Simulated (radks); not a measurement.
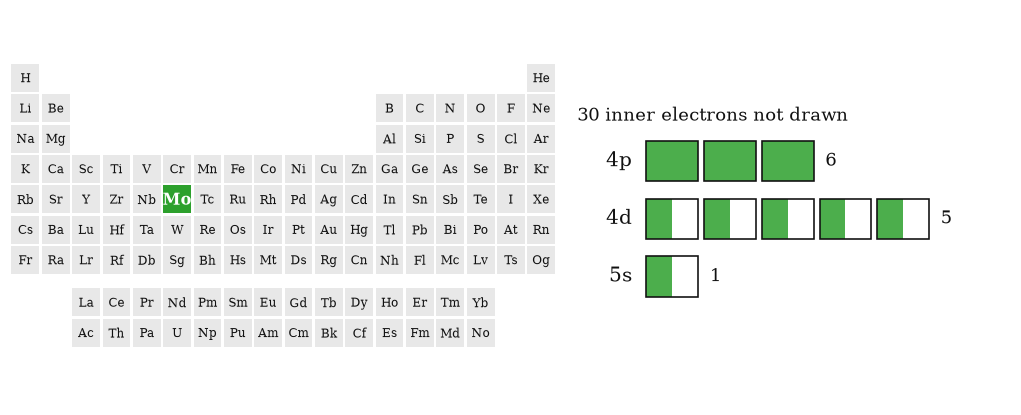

Fig. 1: Left, the place of molybdenum in the periodic table; right, the outer shells as the input fills them: a box for each of the 2l + 1 orbitals, shaded by the share of the shell that is filled, with the electron count at the right.

**Atomic calculation for Mo**

The neutral molybdenum atom in the configuration [Kr] 4d5 5s1 (high spin). Computed at this level: scalar-relativistic Kohn-Sham, LDA (Slater exchange, Perdew-Wang correlation), spin-polarised, spherical densities, point nucleus (the in-house radial solver radks).

### The program's output
```
1s      1   1.0000        -727.43108880
2s      1   1.0000        -102.74833445
2p      1   3.0000         -91.92059018
3s      1   1.0000         -17.45043405
3p      1   3.0000         -13.90362332
3d      1   5.0000          -8.11472765
4s      1   1.0000          -2.38540089
4p      1   3.0000          -1.43994957
4d      1   5.0000          -0.17161326
5s      1   1.0000          -0.17760257
1s      2   1.0000        -727.43050052
2s      2   1.0000        -102.73096806
2p      2   3.0000         -91.90703994
3s      2   1.0000         -17.43756278
3p      2   3.0000         -13.88963222
3d      2   5.0000          -8.09607236
4s      2   1.0000          -2.29342586
4p      2   3.0000          -1.33944385
4d      2   0.0000          -0.06309112
5s      2   0.0000          -0.10020744
Etot -4044.5692880222914
Ekin 4169.102114854653
Encl -9752.533082654798
Eh 1658.2535748701584
Exc -119.39189509230525
err 5.0576040832241e-09
it 14
```

### Orbitals

| orbital | occupation | energy (eV) | ⟨r⟩ (bohr) | outer maximum (bohr) |
| --- | --- | --- | --- | --- |
| 1s up | 1 | −19794.4 | 0.03520 | 0.0229 |
| 1s down | 1 | −19794.4 | 0.03520 | 0.0229 |
| 2s up | 1 | −2795.9 | 0.1539 | 0.130 |
| 2s down | 1 | −2795.5 | 0.1539 | 0.130 |
| 2p up | 3 | −2501.3 | 0.1340 | 0.104 |
| 2p down | 3 | −2500.9 | 0.1340 | 0.104 |
| 3s up | 1 | −474.851 | 0.4298 | 0.384 |
| 3s down | 1 | −474.500 | 0.4297 | 0.384 |
| 3p up | 3 | −378.337 | 0.4313 | 0.377 |
| 3p down | 3 | −377.956 | 0.4311 | 0.377 |
| 3d up | 5 | −220.813 | 0.4157 | 0.322 |
| 3d down | 5 | −220.305 | 0.4154 | 0.322 |
| 4s up | 1 | −64.910 | 1.109 | 0.989 |
| 4s down | 1 | −62.407 | 1.103 | 0.985 |
| 4p up | 3 | −39.183 | 1.241 | 1.07 |
| 4p down | 3 | −36.448 | 1.232 | 1.07 |
| 5s up | 1 | −4.833 | 3.443 | 2.88 |
| 4d up | 5 | −4.670 | 1.975 | 1.40 |
| 5s down | 0 | −2.727 | 3.916 | 3.07 |
| 4d down | 0 | −1.717 | 2.141 | 1.38 |

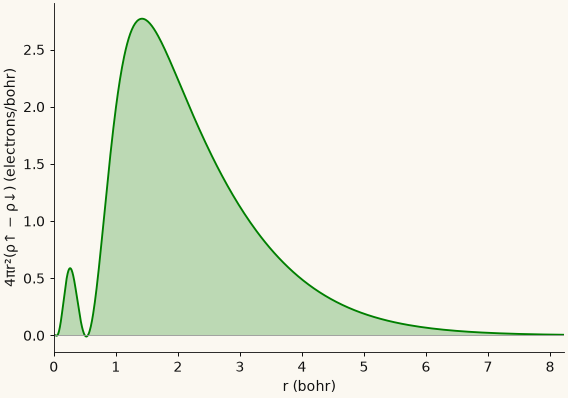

Fig. 2: The radial spin density. The curve integrates to 6 unpaired electrons, held by 4d (+5) and 5s (+1). Its largest value, 2.77 electrons/bohr, lies near r = 1.4 bohr. Regions of the opposite sign are negligible.

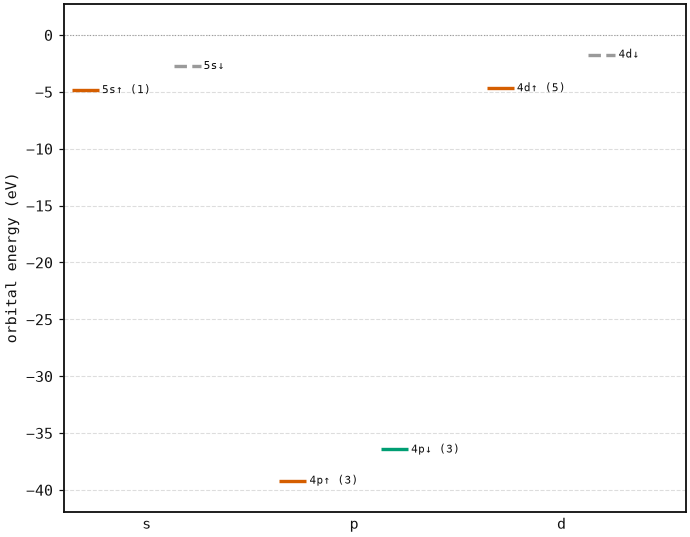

Fig. 3: The outer levels are drawn (occupations in brackets, up spins at the left of each column and down spins at the right, empty levels dashed). The highest occupied level is 4d up at −4.67 eV. From the top down the occupied levels run 4d up (−4.67 eV), 5s up (−4.83 eV), 4p down (−36.4 eV), 4p up (−39.2 eV). The lowest empty level drawn is 5s down at −2.73 eV. The largest exchange splitting (down less up) among the shells drawn in both spins is that of 4d, 2.95 eV.

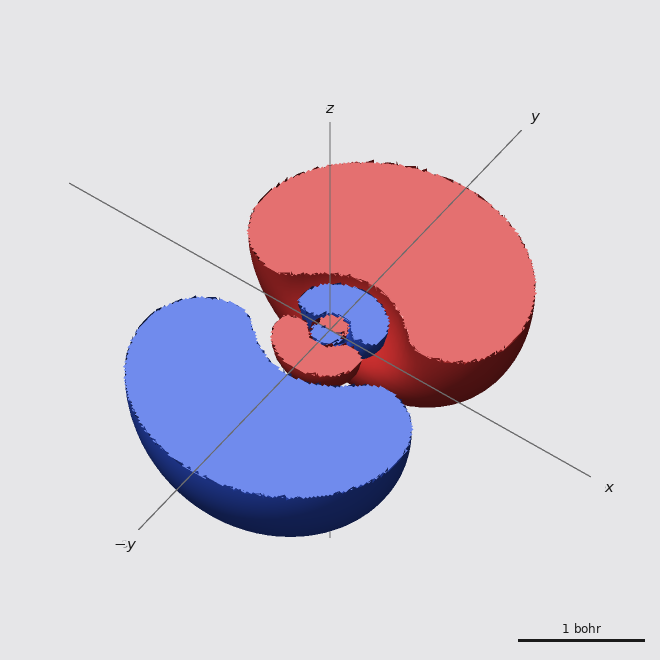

Fig. 4: One occupied orbital of down spin is shown. The surface of constant |ψ| that holds about 80 % of the electron is drawn, red where ψ is positive and blue where it is negative, with the half in front of the xy plane cut away and the cut face painted. The radial function comes from the spherical calculation and is multiplied by a real spherical harmonic; the overall sign is chosen so that the largest lobe of P(r) is positive; at the scalar-relativistic level it is the large component. It is 4p(y) of down spin. It has the nodal plane xz and 2 radial nodes, at r = 0.160 and 0.523 bohr. The outermost maximum of P² lies at 1.07 bohr, ⟨r⟩ = 1.23 bohr, 90 % of the charge lies within 1.83 bohr, and the eigenvalue is −36.4 eV, with 3 electrons in the shell for this spin.

### Input file
```
Z 42
configuration [Kr] 4d5 5s1
relativity scalar-relativistic
functional lda,pw
spin polarised
nucleus point
c 137.035999084
```

Energies in input and log are in hartree, lengths in bohr.

### Results in brief

| quantity | value |
| --- | --- |
| outcome | converged |
| total energy | −4044.5693 hartree |
| kinetic energy | 4169.1021 hartree |
| electron–nucleus energy | −9752.5331 hartree |
| Hartree energy | 1658.2536 hartree |
| exchange–correlation energy | −119.391895 hartree |
| radius at density 0.001 e/bohr³ | 4.64 bohr |
| SCF iterations | 14 |
| hardware | 1 CPU thread, shared host |
